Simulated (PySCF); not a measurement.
BClF$_{3}$H, SMILES `Cl.FB(F)F`.

Computed with PySCF, B3LYP/def2-SVP, geometry: GFN2-xTB. The pair's geometry is semi-empirical, so its contact may be too short or too long. GFN2-xTB bond lengths at metals and heavier atoms can be off by up to 0.1 Å and shapes distorted, which carries into these values. Without diffuse functions Rydberg states are missing, so the states' numbers hold for this basis only.

Coordinates in Å:

```
Cl1      1.6309   -0.1117   -0.0027
H2       1.9111    1.1410    0.0115
F3      -0.9968   -0.7283    1.0671
B4      -0.8122    0.0128    0.0008
F5      -0.8548    1.3230    0.1220
F6      -0.9902   -0.5176   -1.1857
```

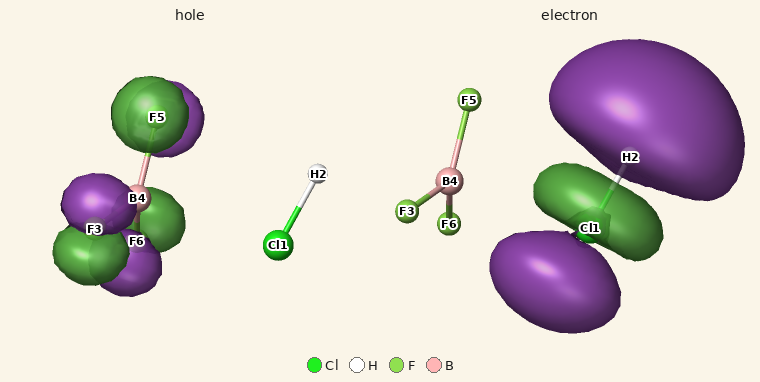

Leading natural transition orbital pair of S₃ (TDA singlet states); the surfaces enclose about 78 % of each orbital's density.

What kind of excitation is it, and where does it lie?

Answer. 9.80 eV (127 nm), f = 0.000 (very weak), charge transfer, whose energy this functional puts too low; the leading pair carries 100 %; hole on F5 (34 %) and F3 and F6 (31 % each), electron on H2 (53 %) and Cl1 (42 %); their centroids lie 2.9 Å apart. In canonical orbitals it is mainly HOMO−2 → LUMO (100 %). The HOMO–LUMO gap is 9.53 eV.
